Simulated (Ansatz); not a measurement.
B₂N₂H₈: single-point calculation

B₂N₂H₈, computed with RKS PBE0-D4/def2-TZVPP (Ansatz 0.2.0).

The geometry comes from this level: PBE0-D4/def2-TZVP.

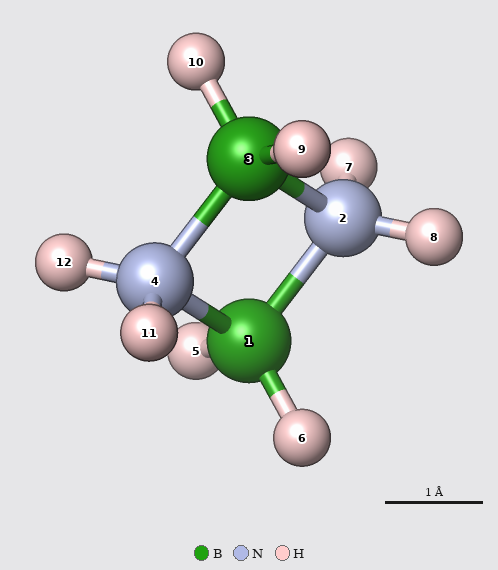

The structure as given in the input (ball-and-stick view, seen at a tilt; atoms are numbered from 1 in the order of the input).

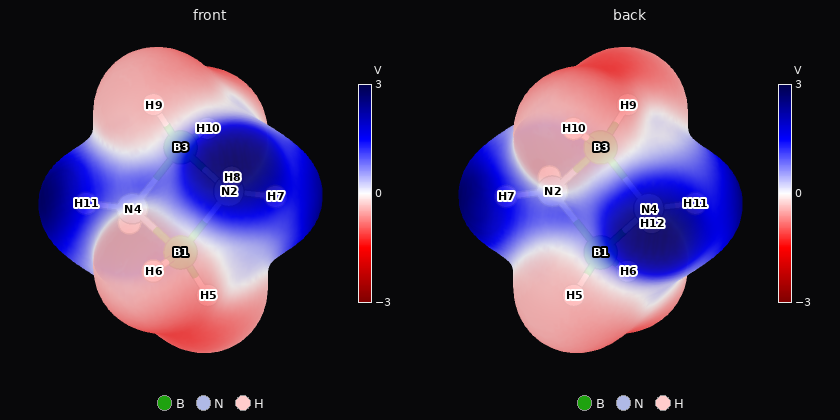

The electrostatic potential painted on the density surface at 0.004 e/bohr³, seen at a tilt and from behind; the colour scale runs from red (negative) to blue (positive).

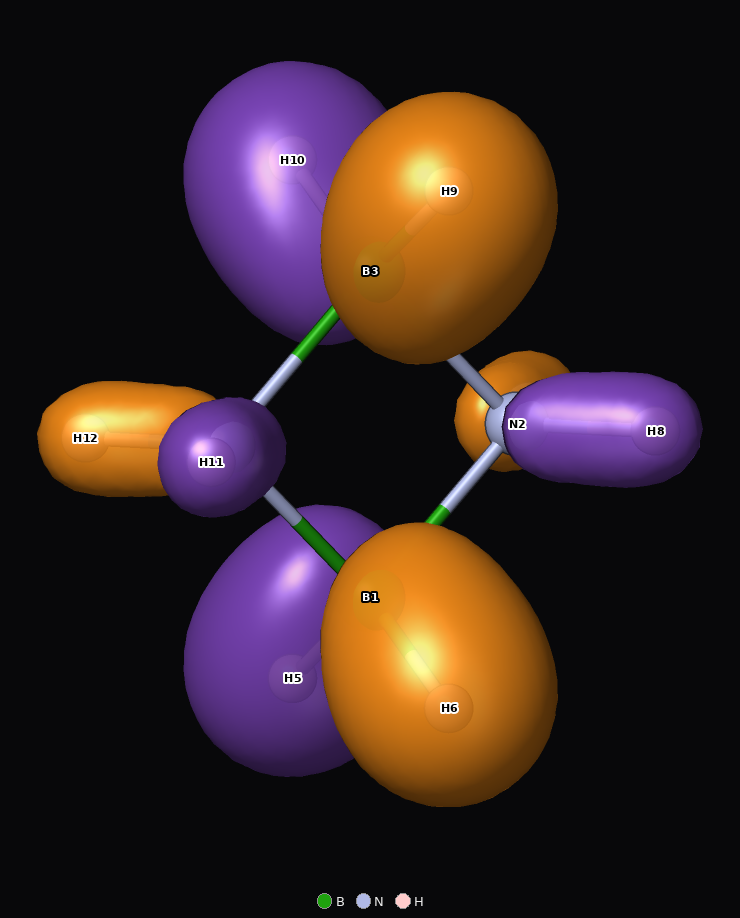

One frontier orbital at ±0.15 Å⁻³ᐟ² (orange and purple are the two phases), seen at a tilt. The HOMO−1, at −8.18 eV. By Hirshfeld shares it lies mainly on B1 (15 %), B3 (15 %), H6 (10 %), H5 (10 %) and H10 (10 %); it is ungerade (odd under inversion).

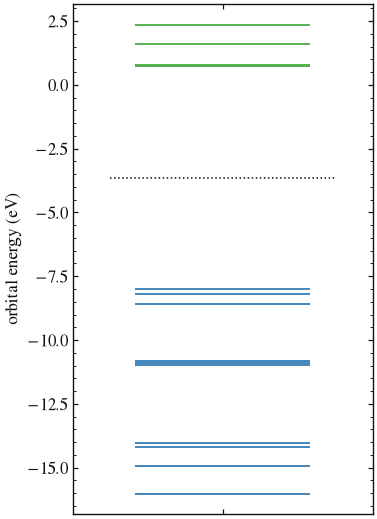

Orbital energies near the frontier; the dotted line parts filled from empty levels, and levels within 0.02 eV of each other stand side by side. Highest filled −8.02 eV, lowest empty 0.75 eV, 8.77 eV apart.

The input that produced these results follows, with the program's output.

## Input file
```yaml
crystal:
  periodic: [false, false, false]
  atoms:
    - {symbol: B, position_ang: [-1.079748, -0.012066, -0.204024]}
    - {symbol: N, position_ang: [-0.204143, -0.223640, 1.116275]}
    - {symbol: B, position_ang: [1.092532, 0.004008, 0.209937]}
    - {symbol: N, position_ang: [0.217041, 0.212946, -1.110856]}
    - {symbol: H, position_ang: [-1.675861, -1.013891, -0.513147]}
    - {symbol: H, position_ang: [-1.758933, 0.982328, -0.137535]}
    - {symbol: H, position_ang: [-0.277174, -1.139836, 1.535075]}
    - {symbol: H, position_ang: [-0.346987, 0.467236, 1.839049]}
    - {symbol: H, position_ang: [1.685392, 1.007818, 0.518830]}
    - {symbol: H, position_ang: [1.774798, -0.988356, 0.144435]}
    - {symbol: H, position_ang: [0.290503, 1.128053, -1.531926]}
    - {symbol: H, position_ang: [0.359579, -0.479803, -1.831913]}
basis:
  gaussian: {orbitals: def2-TZVPP}
hamiltonian: {xc: pbe0, dispersion: d4}
output: {orbitals: {seedname: orbitals}}
```

Launched with:
```bash
ansatz run in.yaml --threads 4 --pin off --events-out ev --progress --plain --max-ram 10444MiB
```

## What the program printed
```
Functional definition: PBE0
  name "PBE0"
  cite "Adamo & Barone, J. Chem. Phys. 110, 6158 (1999) doi:10.1063/1.478522"
  cite "Perdew, Burke & Ernzerhof, Phys. Rev. Lett. 77, 3865 (1996) doi:10.1103/PhysRevLett.77.3865"
  parent pbe
  parameter a = 0.25
  parameter kappa = 0.804
  parameter beta = 0.06672455060314922
  exchange = (1 - a)*pbe_x(kappa = kappa, mu = beta*pi^2/3) + a*exact_x
  correlation = pbe_c(beta = beta)
1120 factors; their error is unknown
mean field evaluation 1: about -4452.7317 eV, gradient 6.6e1 eV
mean field evaluation 2: about -4445.1999 eV, gradient 8.8e1 eV
mean field evaluation 4: about -4461.6739 eV, gradient 1.4e0 eV
mean field evaluation 8: about -4461.6830 eV, gradient 2.7e-2 eV
mean field -4461.68295421 eV, -163.9638243299 hartree, gradient 7.9e-5 eV, S^2 0.000000; 0 other end points of the search recorded, 0 dependent functions left out
reference -4461.68298753 eV, -163.9638255543 hartree; 16, 16 occupied and 220, 220 virtual orbitals, 1120 factors
Total energy: -4461.84552744 eV, -163.9697987858 hartree
```

## Results in brief

```csv
quantity,value
outcome,converged
total energy,−4461.8455 eV
mean-field energy,−4461.6830 eV
dispersion energy,−0.1625 eV
SCF solution under orbital rotations,stable
HOMO,−8.02 eV
LUMO,0.75 eV
hardware,"4 threads of Intel Xeon @ 2.50GHz, 180 GiB of memory available, shared host"
wall time,13 s (CPU time 14 s)
peak memory,0.44 GiB
```
